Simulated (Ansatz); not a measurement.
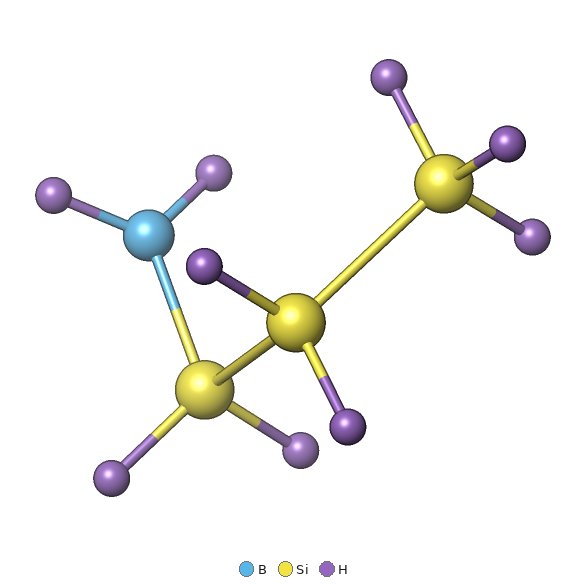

The computed structure is the end point of a PBE-D4/def2-SVP optimisation. No frequency run is at hand to confirm it as a minimum.

Draw it as a skeletal formula.

SMILES: B[SiH2][SiH2][SiH3]

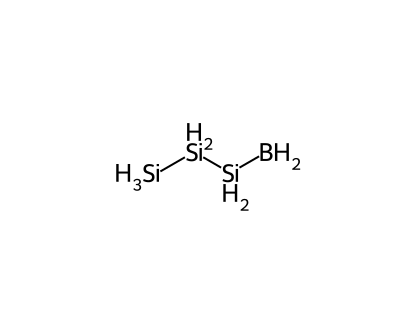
